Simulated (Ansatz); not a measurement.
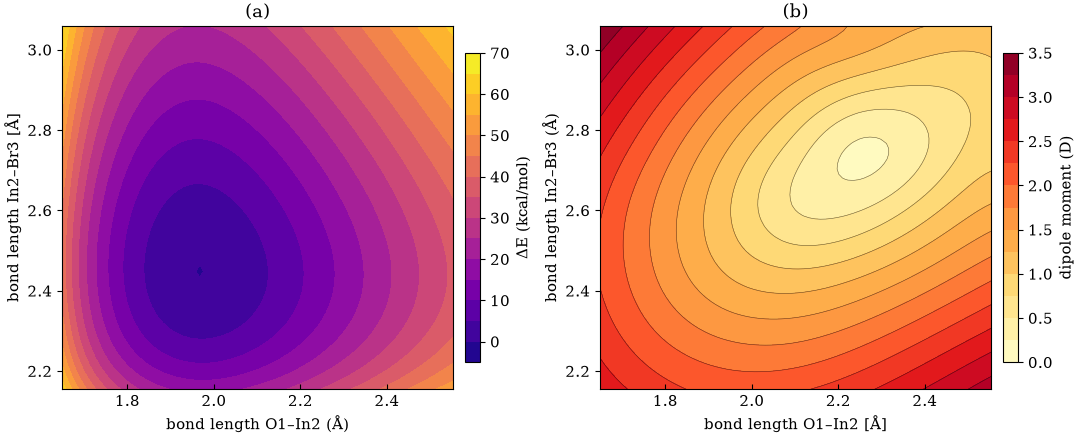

Br₂HInO, SMILES [OH][In]([Br])[Br]. First axis: bond length O1–In2. Second axis: bond length In2–Br3. Nothing is relaxed (all other coordinates rigid). The grid has 7 × 7 points. Points are written as (first, second). All energies are given in kcal/mol relative to the relaxed molecule at the same level. Computed with Ansatz, RKS PBE0-D4/def2-TZVP.

Panel (a) is the energy and panel (b) the computed dipole moment on the same grid.

In the figure: filled contours. Between grid points the surface is interpolated.

> How does the dipole moment vary over the map, and what is it at the lowest grid point?

Leaving out the highest fifth of the energies, it runs from 0.21 D at (2.252 Å, 2.758 Å) to 2.85 D at (1.800 Å, 3.060 Å). At the lowest grid point, (1.951 Å, 2.456 Å), it is 1.19 D.

```csv
"bond length In2–Br3 ↓, bond length O1–In2 →",1.649,1.800,1.951,2.101,2.252,2.402,2.553
3.060,3.48,2.85,2.27,1.79,1.44,1.25,1.21
2.909,2.98,2.33,1.72,1.20,0.84,0.74,0.87
2.758,2.56,1.89,1.24,0.64,0.21,0.48,0.88
2.607,2.29,1.63,1.00,0.49,0.47,0.87,1.28
2.456,2.22,1.65,1.19,0.99,1.15,1.49,1.87
2.305,2.37,1.92,1.64,1.61,1.81,2.14,2.50
2.154,2.66,2.32,2.16,2.21,2.44,2.77,3.13
```
